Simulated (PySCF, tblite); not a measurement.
# borohydride (BH₄−): isotopologues and vibrational averages

How do isotopes change the rotational constants and shieldings of borohydride (BH₄−) (`[BH4-]`)?

Computed with tblite 0.8.0 (tight binding) and PySCF 2.14.0 (DFT, with response routines of our own); each step states its level. Atoms count from 0 throughout.

### Step 1. The molecule as given

5 atoms, charge -1, multiplicity 1; geometry from: force field or distance geometry start.

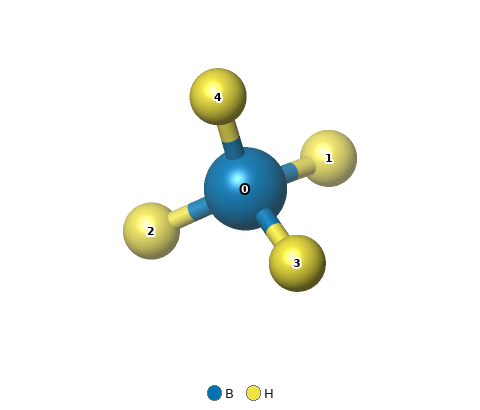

The starting geometry (boron blue, hydrogen yellow), atoms numbered.

### Step 2. GFN2-xTB relaxation, lowest of a short conformer search

The job: settings as JSON, then the geometry in Å.

```
{"job": {"xc": "GFN2-xTB", "basis": "xTB", "kind": "relax"}, "charge": -1, "multiplicity": 1}
B      0.031900    -0.015900    -0.013200
H     -0.807800     0.522400     0.688700
H      0.846300    -0.656500     0.599700
H     -0.617900    -0.680200    -0.770500
H      0.581900     0.841600    -0.573500
```

Command:

```
$ OMP_NUM_THREADS=1 python ens_run.py task.json out
```

One launch serves the whole session.

Output:

```text
step      E/eV     max force
  0     -93.75609    1.440
  1     -93.80098    0.807
  2     -93.84013    0.361
  3     -93.84772    0.263
  4     -93.85243    0.228
  5     -93.85567    0.157
  6     -93.85737    0.113
  7     -93.85799    0.089
  8     -93.85821    0.039
  9     -93.85826    0.020
 10     -93.85828    0.014
 11     -93.85830    0.015
 12     -93.85832    0.010
 13     -93.85832    0.003
```

Run time: 0.09 s. Hardware: 1 thread of Arm Neoverse N1, shared host.

Relaxing gained 0.102 eV and moved the atoms by 0.06 Å on average (rms).

### Step 3. Tight optimisation and Hessian

The job: settings as JSON, then the geometry in Å.

```
{"job": {"xc": "B3LYP", "basis": "pcSseg-2", "grid": 2, "temperatures": [250, 500], "kind": "geom"}, "charge": -1, "multiplicity": 1}
B      0.006817     0.002257    -0.013712
H     -0.796419     0.520499     0.758205
H      0.811146    -0.672673     0.624495
H     -0.593827    -0.718341    -0.807248
H      0.606771     0.879667    -0.630480
```

Output:

```text
step   0  E = -742.3235134 eV  max force = 0.09141
step   1  E = -742.3252385 eV  max force = 0.00537
step   2  E = -742.3252451 eV  max force = 0.00021
step   3  E = -742.3252451 eV  max force = 0.00021
harmonic wavenumbers (cm-1): 1081.0 1081.1 1081.3 1193.9 1193.9 2241.5 2241.6 2241.6 2276.5
```

Run time: 73 s. Hardware: 1 thread of Arm Neoverse N1, shared host; peak memory 0.36 GiB.

### Step 4. Displacements along the modes, parent

The job: settings as JSON, then the geometry in Å.

```
{"job": {"xc": "B3LYP", "basis": "pcSseg-2", "grid": 2, "temperatures": [250, 500], "kind": "vib", "mass_numbers": [11, 1, 1, 1, 1]}, "charge": -1, "multiplicity": 1}
B      0.006897     0.002286    -0.013740
H     -0.800853     0.523333     0.762366
H      0.815581    -0.676356     0.627960
H     -0.597149    -0.722248    -0.811546
H      0.610011     0.884395    -0.633780
```

Output:

```text
mode    cm-1    km/mol   phi_rrr   E(+)/cm-1  E(-)/cm-1
  1   1080.96    48.08      47.4     196.47     193.05
  2   1081.10    48.06      67.7     197.21     192.35
  3   1081.27    48.05     -62.7     192.55     197.06
  4   1193.85     0.00       7.9     215.19     214.63
  5   1193.89     0.00      53.0     216.81     213.03
  6   2241.52   584.19    -870.3     375.43     437.71
  7   2241.55   584.15    -912.4     373.89     439.40
  8   2241.57   584.25    -115.1     402.14     410.38
  9   2276.48     0.00     654.4     434.07     387.29
```

Wall time 61 s (1 thread of Arm Neoverse N1, shared host); peak memory 0.36 GiB.

### Step 5. Displacements along the modes, 2H at atom 1

The job: settings as JSON, then the geometry in Å.

```
{"job": {"xc": "B3LYP", "basis": "pcSseg-2", "grid": 2, "temperatures": [250, 500], "kind": "vib", "mass_numbers": [11, 2, 1, 1, 1]}, "charge": -1, "multiplicity": 1}
B      0.006897     0.002286    -0.013740
H     -0.800853     0.523333     0.762366
H      0.815581    -0.676356     0.627960
H     -0.597149    -0.722248    -0.811546
H      0.610011     0.884395    -0.633780
```

Output:

```text
mode    cm-1    km/mol   phi_rrr   E(+)/cm-1  E(-)/cm-1
  1    947.56    19.91     -11.4     170.21     171.09
  2    947.64    19.94      -3.6     170.56     170.75
  3   1077.32    42.68     -77.8     191.28     196.92
  4   1156.93    13.33      -8.5     207.99     208.63
  5   1157.09    13.35      51.1     210.16     206.50
  6   1650.18   213.79   -1012.2     263.55     336.12
  7   2241.02   588.87     694.9     431.03     381.33
  8   2241.08   588.86     -19.6     405.48     406.87
  9   2267.34   150.11     802.5     438.20     380.79
```

Wall time 62 s (1 thread of Arm Neoverse N1, shared host); peak memory 0.36 GiB.

### Step 6. Displacements along the modes, 10B at atom 0

The job: settings as JSON, then the geometry in Å.

```
{"job": {"xc": "B3LYP", "basis": "pcSseg-2", "grid": 2, "temperatures": [250, 500], "kind": "vib", "mass_numbers": [10, 1, 1, 1, 1]}, "charge": -1, "multiplicity": 1}
B      0.006897     0.002286    -0.013740
H     -0.800853     0.523333     0.762366
H      0.815581    -0.676356     0.627960
H     -0.597149    -0.722248    -0.811546
H      0.610011     0.884395    -0.633780
```

Output:

```text
mode    cm-1    km/mol   phi_rrr   E(+)/cm-1  E(-)/cm-1
  1   1090.16    43.82      47.3     198.13     194.71
  2   1090.29    43.80      66.9     198.84     194.04
  3   1090.47    43.79     -62.0     194.24     198.69
  4   1193.85     0.00      -7.9     214.63     215.19
  5   1193.89     0.00     -53.0     213.03     216.81
  6   2252.05   585.08    -860.8     377.67     439.27
  7   2252.08   585.03    -938.1     374.93     442.28
  8   2252.11   585.13    -109.0     404.29     412.09
  9   2276.48     0.00     654.4     434.07     387.29
```

It took 60 s on 1 thread of Arm Neoverse N1, shared host; peak memory 0.36 GiB.

### Step 7. Displacements along the modes, 10B at atom 0, 2H at atom 1

The job: settings as JSON, then the geometry in Å.

```
{"job": {"xc": "B3LYP", "basis": "pcSseg-2", "grid": 2, "temperatures": [250, 500], "kind": "vib", "mass_numbers": [10, 2, 1, 1, 1]}, "charge": -1, "multiplicity": 1}
B      0.006897     0.002286    -0.013740
H     -0.800853     0.523333     0.762366
H      0.815581    -0.676356     0.627960
H     -0.597149    -0.722248    -0.811546
H      0.610011     0.884395    -0.633780
```

Output:

```text
mode    cm-1    km/mol   phi_rrr   E(+)/cm-1  E(-)/cm-1
  1    955.60    16.89      -9.8     171.71     172.48
  2    955.69    16.92      -2.9     172.04     172.18
  3   1085.10    37.98      76.8     198.28     192.72
  4   1158.81    12.88       7.3     208.93     208.37
  5   1158.98    12.90     -51.2     206.84     210.51
  6   1661.80   212.12    1024.9     338.71     265.23
  7   2251.62   589.37    -704.6     382.93     433.32
  8   2251.68   589.36     -18.7     407.45     408.78
  9   2269.98   153.66    -804.3     381.21     438.75
```

Wall time 59 s (1 thread of Arm Neoverse N1, shared host); peak memory 0.37 GiB.

### Step 8. Displacements along the modes, 2H at atom 1, 2H at atom 2, 2H at atom 3, 2H at atom 4

The job: settings as JSON, then the geometry in Å.

```
{"job": {"xc": "B3LYP", "basis": "pcSseg-2", "grid": 2, "temperatures": [250, 500], "kind": "vib", "mass_numbers": [11, 2, 2, 2, 2]}, "charge": -1, "multiplicity": 1}
B      0.006897     0.002286    -0.013740
H     -0.800853     0.523333     0.762366
H      0.815581    -0.676356     0.627960
H     -0.597149    -0.722248    -0.811546
H      0.610011     0.884395    -0.633780
```

Output:

```text
mode    cm-1    km/mol   phi_rrr   E(+)/cm-1  E(-)/cm-1
  1    821.35     8.61      26.8     148.92     146.98
  2    821.45     8.60     -35.0     146.72     149.22
  3    821.58     8.60     -32.5     146.83     149.15
  4    844.50     0.00       4.7     152.18     151.86
  5    844.53     0.00     -31.5     150.91     153.15
  6   1610.33     0.00    -389.1     276.44     304.19
  7   1661.97   295.45     220.7     308.16     292.42
  8   1661.98   295.37     540.8     320.34     281.42
  9   1662.01   295.39     -65.1     298.37     303.03
```

It took 61 s on 1 thread of Arm Neoverse N1, shared host; peak memory 0.37 GiB.

### Step 9. Displacements along the modes, 2H at atom 1, 2H at atom 2

The job: settings as JSON, then the geometry in Å.

```
{"job": {"xc": "B3LYP", "basis": "pcSseg-2", "grid": 2, "temperatures": [250, 500], "kind": "vib", "mass_numbers": [11, 2, 2, 1, 1]}, "charge": -1, "multiplicity": 1}
B      0.006897     0.002286    -0.013740
H     -0.800853     0.523333     0.762366
H      0.815581    -0.676356     0.627960
H     -0.597149    -0.722248    -0.811546
H      0.610011     0.884395    -0.633780
```

Output:

```text
mode    cm-1    km/mol   phi_rrr   E(+)/cm-1  E(-)/cm-1
  1    833.17     6.28      24.2     150.93     149.16
  2    899.89    18.42       0.0     162.03     162.08
  3   1018.59    32.19       0.5     183.74     183.61
  4   1034.08     0.00      -0.3     186.23     186.25
  5   1139.10    21.22     -57.2     203.05     207.22
  6   1637.43   141.28    -646.2     272.77     319.10
  7   1662.22   291.60      -0.2     300.75     300.73
  8   2240.54   593.53       6.5     406.26     405.92
  9   2258.16   300.48    1049.0     446.32     371.22
```

Wall time 63 s (1 thread of Arm Neoverse N1, shared host); peak memory 0.37 GiB.

### Step 10. Displacements along the modes, 2H at atom 1, 2H at atom 2, 2H at atom 3

The job: settings as JSON, then the geometry in Å.

```
{"job": {"xc": "B3LYP", "basis": "pcSseg-2", "grid": 2, "temperatures": [250, 500], "kind": "vib", "mass_numbers": [11, 2, 2, 2, 1]}, "charge": -1, "multiplicity": 1}
B      0.006897     0.002286    -0.013740
H     -0.800853     0.523333     0.762366
H      0.815581    -0.676356     0.627960
H     -0.597149    -0.722248    -0.811546
H      0.610011     0.884395    -0.633780
```

Output:

```text
mode    cm-1    km/mol   phi_rrr   E(+)/cm-1  E(-)/cm-1
  1    828.25     9.81     -41.9     147.71     150.70
  2    832.51     5.28      -8.1     149.63     150.22
  3    832.65     5.28     -29.4     148.90     150.98
  4   1026.58    15.15       6.2     185.33     184.92
  5   1026.70    15.15     -14.4     184.66     185.60
  6   1624.16    69.97    -483.0     275.75     310.34
  7   1662.09   293.48    -452.6     284.46     316.98
  8   1662.12   293.49     -79.8     297.86     303.58
  9   2248.86   450.97    1594.2     466.92     352.93
```

Wall time 62 s (1 thread of Arm Neoverse N1, shared host); peak memory 0.37 GiB.

### Step 11. Vibrational averages by isotopologue

The job: settings as JSON, then the geometry in Å.

```
{"job": {"xc": "B3LYP", "basis": "pcSseg-2", "grid": 2, "temperatures": [250, 500], "kind": "iso"}, "charge": -1, "multiplicity": 1}
B      0.006897     0.002286    -0.013740
H     -0.800853     0.523333     0.762366
H      0.815581    -0.676356     0.627960
H     -0.597149    -0.722248    -0.811546
H      0.610011     0.884395    -0.633780
```

Output:

```text
parent
  Be/MHz 123204.401 123203.01 123202.126
  B0/MHz 121245.093 121249.687 121245.686
  ZPE/cm-1 7316.1
  <sigma>(0 K)/ppm 148.053 31.412 31.413 31.413 31.412
2H at atom 1
  Be/MHz 123203.469 91198.328 91197.402
  B0/MHz 121461.031 89898.001 89897.248
  ZPE/cm-1 6843.1
  <sigma>(0 K)/ppm 148.281 31.509 31.434 31.434 31.433
10B at atom 0
  Be/MHz 123204.401 123203.01 123202.126
  B0/MHz 121235.384 121240.047 121235.826
  ZPE/cm-1 7345.7
  <sigma>(0 K)/ppm 148.044 31.410 31.410 31.410 31.409
10B at atom 0, 2H at atom 1
  Be/MHz 123203.469 91303.375 91302.447
  B0/MHz 121448.88 89992.196 89991.331
  ZPE/cm-1 6874.6
  <sigma>(0 K)/ppm 148.272 31.506 31.431 31.431 31.430
2H at atom 1, 2H at atom 2, 2H at atom 3, 2H at atom 4
  Be/MHz 61649.556 61648.86 61648.417
  B0/MHz 60925.957 60926.724 60925.825
  ZPE/cm-1 5374.9
  <sigma>(0 K)/ppm 148.951 31.576 31.577 31.577 31.576
2H at atom 1, 2H at atom 2
  Be/MHz 100973.929 82177.213 71655.21
  B0/MHz 99712.495 81130.232 70671.247
  ZPE/cm-1 6361.6
  <sigma>(0 K)/ppm 148.507 31.532 31.532 31.454 31.454
2H at atom 1, 2H at atom 2, 2H at atom 3
  Be/MHz 76850.067 76848.783 61648.984
  B0/MHz 75940.661 75940.442 60843.737
  ZPE/cm-1 5872.0
  <sigma>(0 K)/ppm 148.724 31.554 31.554 31.554 31.472
```

Run time: 8.4 min. Hardware: 1 thread of Arm Neoverse N1, shared host; peak memory 0.37 GiB. This counts the whole study up to here.

Rotational constants (MHz) at equilibrium and in the ground state:

```csv
isotopologue,Be,B0,zero-point change (cm⁻¹)
parent,"123204.4, 123203.0, 123202.1","121245.1, 121249.7, 121245.7",0.0
2H at atom 1,"123203.5, 91198.3, 91197.4","121461.0, 89898.0, 89897.2",-473.0
10B at atom 0,"123204.4, 123203.0, 123202.1","121235.4, 121240.0, 121235.8",29.6
"10B at atom 0, 2H at atom 1","123203.5, 91303.4, 91302.4","121448.9, 89992.2, 89991.3",-441.5
"2H at atom 1, 2H at atom 2, 2H at atom 3, 2H at atom 4","61649.6, 61648.9, 61648.4","60926.0, 60926.7, 60925.8",-1941.2
"2H at atom 1, 2H at atom 2","100973.9, 82177.2, 71655.2","99712.5, 81130.2, 70671.2",-954.5
"2H at atom 1, 2H at atom 2, 2H at atom 3","76850.1, 76848.8, 61649.0","75940.7, 75940.4, 60843.7",-1444.1
```

Shieldings of the first species (ppm): at equilibrium, the vibrational parts at 0 K, and the averages:

```csv
atom,equilibrium,anharmonic,harmonic,0 K,250 K,500 K
B0,151.32,-2.25,-1.02,148.05,147.96,147.95
H1,32.03,-0.37,-0.24,31.41,31.40,31.36
H2,32.03,-0.37,-0.24,31.41,31.40,31.36
H3,32.03,-0.37,-0.24,31.41,31.40,31.36
H4,32.03,-0.37,-0.24,31.41,31.40,31.36
```

Isotope effects on the shieldings at 0 K (ppb; positive means more shielded):

```csv
atom,2H at atom 1,10B at atom 0,"10B at atom 0, 2H at atom 1","2H at atom 1, 2H at atom 2, 2H at atom 3, 2H at atom 4","2H at atom 1, 2H at atom 2","2H at atom 1, 2H at atom 2, 2H at atom 3"
B0,229,-9,219,898,454,671
H1,97,-2,94,164,120,142
H2,21,-2,18,164,120,142
H3,21,-2,18,164,41,142
H4,21,-2,19,165,42,60
```

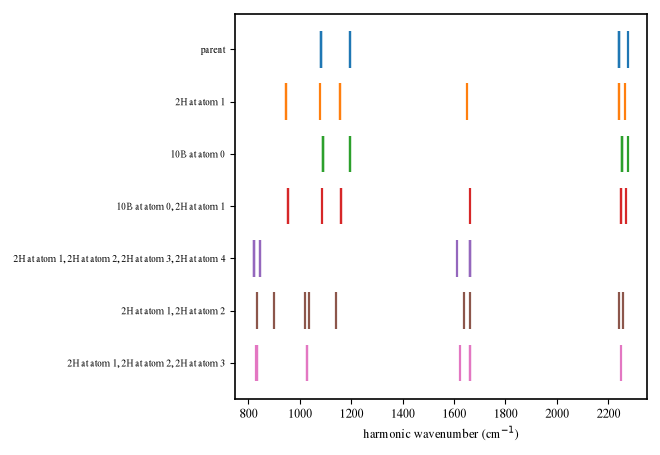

Harmonic wavenumbers of each isotopologue.

### Step 12. What came out

```
                  quantity                             value
               point group                                Td
   B0 of the first species  121245.1, 121249.7, 121245.7 MHz
         zero-point energy                         7316 cm⁻¹
zero-point change of σ(B0)                         -3.27 ppm
```

What this shows: Zero-point motion changes the shielding of B0 most, by -3.27 ppm. The largest secondary isotope effect is 898 ppb on B0, 1 bond from the change (2H at atom 1, 2H at atom 2, 2H at atom 3, 2H at atom 4).
